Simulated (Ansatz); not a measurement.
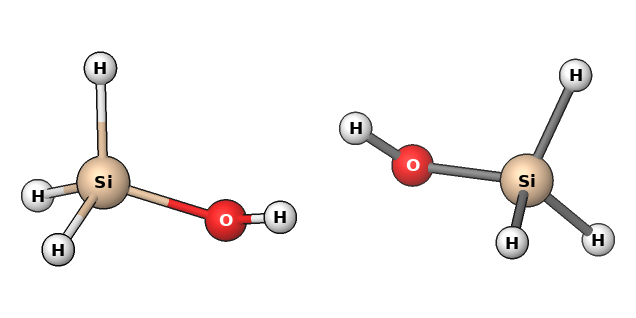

Both panels show the same species.

The geometry was computed by an optimisation with PBE0-D4/def2-TZVP.

What is the molecular formula?

Answer. H₄OSi, 6 atoms: 4 hydrogen, 1 oxygen and 1 silicon.

How many bonds of each kind are drawn?

Answer. 3 Si–H, 1 O–Si, 1 O–H. Sticks follow a distance rule.

How many atoms are distinct by symmetry?

Answer. 5: 1 Si, 1 H, 2 H, 1 O, 1 H.

Give the symmetry (Schoenflies symbol).

Answer. Cs.

The parts below concern this one geometry. Atoms keep their numbers from picture to picture.

**Geometry**

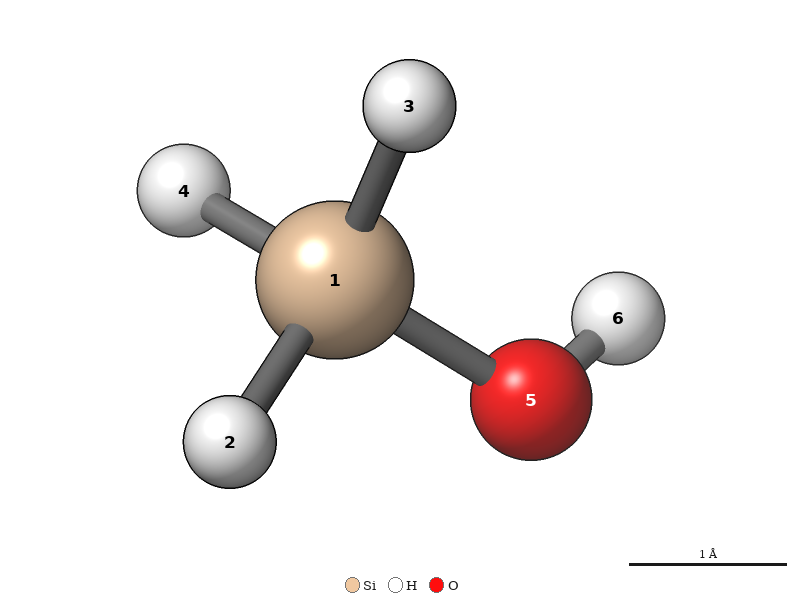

Estimate the angles H2–Si1–H3, H2–Si1–O5, H3–Si1–H4, H3–Si1–O5, Si1–O5–H6.

| angle | degrees |
| --- | --- |
| H2–Si1–H3 | 109.9 |
| H2–Si1–O5 | 105.9 |
| H3–Si1–H4 | 107.9 |
| H3–Si1–O5 | 111.7 |
| Si1–O5–H6 | 117.9 |

**Dipole moment**

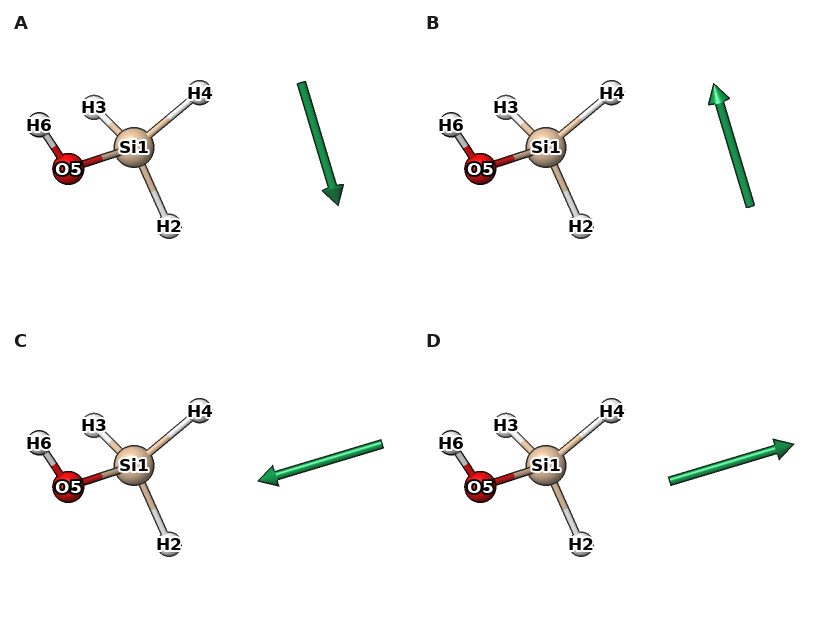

The same molecule four times, each with an arrow. Properties computed with RKS PBE0-D4/def2-TZVP (Ansatz 0.2.0).

Which arrow points along the dipole moment, from the negative to the positive end?

Answer. B. The dipole moment is 1.36 D; it points from the side of H2 to the side of H6 (the outermost atoms at the two ends).

**Electronic properties**

Properties computed with RKS PBE0-D4/def2-TZVPP (Ansatz 0.2.0).

Computed properties:

- HOMO energy (Kohn–Sham orbital): −8.73 eV
- LUMO energy (Kohn–Sham orbital): 0.04 eV
- HOMO–LUMO gap: 8.77 eV

**Vibrations**

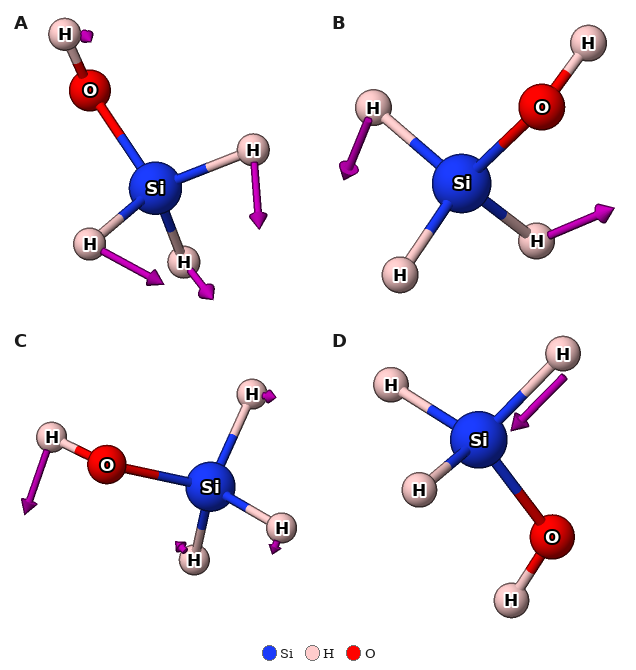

4 normal modes of one molecule or complex, as arrows. Harmonic vibrations computed with RKS PBE0-D4/def2-TZVP (Ansatz 0.2.0) at a stationary point of the same level.

Match the panels to the wavenumbers 196 cm⁻¹, 719 cm⁻¹, 993 cm⁻¹, 2261 cm⁻¹.

Answer. A: 993 cm⁻¹, angle bending
B: 719 cm⁻¹, H–Si–O bending
C: 196 cm⁻¹, a torsion or out-of-plane motion in which bond lengths and bond angles hardly change
D: 2261 cm⁻¹, Si–H stretching
